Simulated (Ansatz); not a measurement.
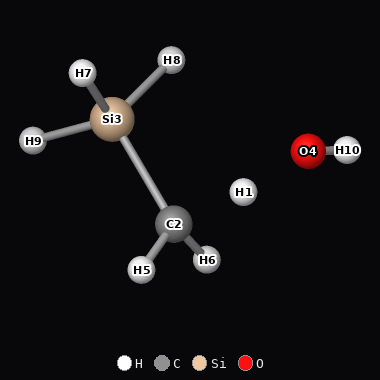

The system is the reacting system CH7OSi (fragments CH₆Si + HO where the first distance is long, H₂O + CH₅Si where the second is long), spin multiplicity 2; the picture shows the reference structure. Coordinates scanned: (1) distance H1–O4 (bond that forms); (2) distance H1–C2 (bond that breaks). Relaxed at each point: all other coordinates. Grid: 13 × 13 points. At 26 points there is no value. Points are written as (first, second). All energies are given in kJ/mol relative to the lowest grid point. In part of the range the unrestricted reference is strongly spin-contaminated. Computed with Ansatz, UHF/def2-SVP.

Its coordinates:

```xyz
10

H    -1.0239   -0.0737    0.7319
C    -0.4454   -0.7065   -0.3675
Si    0.9785    0.4470   -0.7959
O    -1.3153    0.5321    1.8109
H    -1.2856   -0.7428   -1.0590
H    -0.1889   -1.6992   -0.0008
H     0.4628    1.8017   -1.0886
H     1.9233    0.5081    0.3435
H     1.7096   -0.0560   -1.9865
H    -0.8151   -0.0108    2.4120
```

Range: distance H1–O4 (bond that forms) from 0.873 to 2.373 Å; distance H1–C2 (bond that breaks) from 0.963 to 2.763 Å.

**Predict the map.**

The lowest grid point is at (0.940 Å, 2.577 Å). The energy also falls towards the edge at (2.373 Å, 1.155 Å) (23 kJ/mol above the lowest), where a further well may lie outside the range. The highest grid point, (0.873 Å, 0.963 Å), lies 560 kJ/mol above the lowest.

| second ↓, first → | 0.873 | 0.940 | 1.033 | 1.138 | 1.253 | 1.375 | 1.504 | 1.638 | 1.777 | 1.920 | 2.067 | 2.218 | 2.373 |
| --- | --- | --- | --- | --- | --- | --- | --- | --- | --- | --- | --- | --- | --- |
| 2.763 | – | – | – | – | 148 | – | – | – | – | – | – | – | – |
| 2.577 | 18 | 0 | 18 | 72 | 149 | 232 | 289 | 319 | 336 | – | – | – | – |
| 2.396 | 20 | 2 | 20 | 74 | 149 | 230 | 286 | 316 | 332 | 341 | – | – | – |
| 2.219 | 24 | 5 | 23 | 76 | 150 | 227 | 281 | 310 | 326 | 334 | 338 | – | – |
| 2.047 | 31 | 11 | 28 | 79 | 150 | 223 | 272 | 299 | 314 | 321 | 325 | 327 | – |
| 1.881 | 42 | 22 | 36 | 84 | 151 | 215 | 258 | 281 | 293 | 299 | 302 | 304 | – |
| 1.720 | 61 | 38 | 48 | 91 | 150 | 203 | 236 | 251 | 258 | 261 | 262 | 262 | – |
| 1.566 | 92 | 64 | 67 | 101 | 147 | 183 | 201 | 206 | 205 | 202 | 200 | 197 | 195 |
| 1.419 | 139 | 103 | 95 | 115 | 141 | 154 | 154 | 148 | 140 | 134 | 129 | 126 | 123 |
| 1.281 | 208 | 160 | 136 | 133 | 132 | 122 | 108 | 94 | 83 | 74 | 69 | 64 | 61 |
| 1.155 | 303 | 240 | 191 | 160 | 132 | 104 | 80 | 61 | 47 | 38 | 31 | 26 | 23 |
| 1.044 | 429 | 345 | 269 | 210 | 159 | 118 | 86 | 63 | 47 | 37 | 30 | 24 | – |
| 0.963 | 560 | 458 | 359 | 278 | 213 | 162 | 125 | 99 | 82 | 70 | 63 | 57 | – |

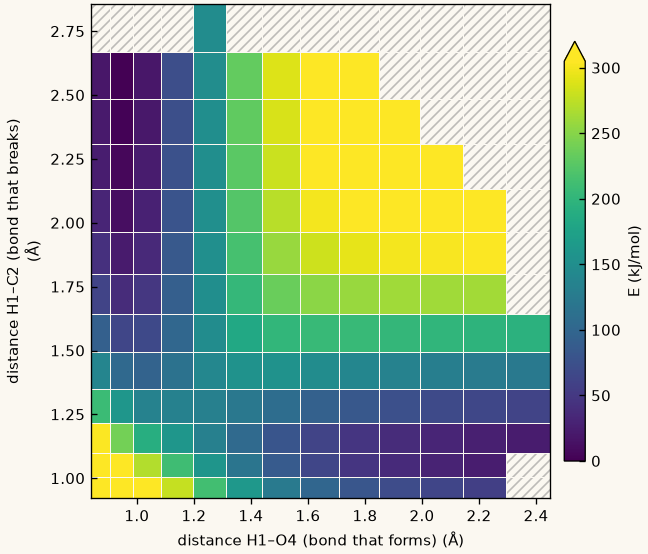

In the figure: one coloured cell a grid point, one colour for all values above the top of the scale, hatched blanks where no value was computed.

Each point was launched as `ansatz run input.yaml --threads 1 --pin off --max-ram 2560MiB --backend cpu --events-out ev --progress --plain --runs-dir out`. The whole map (143 points run) took 51 min on 1 thread of Arm Neoverse V1 (shared host).
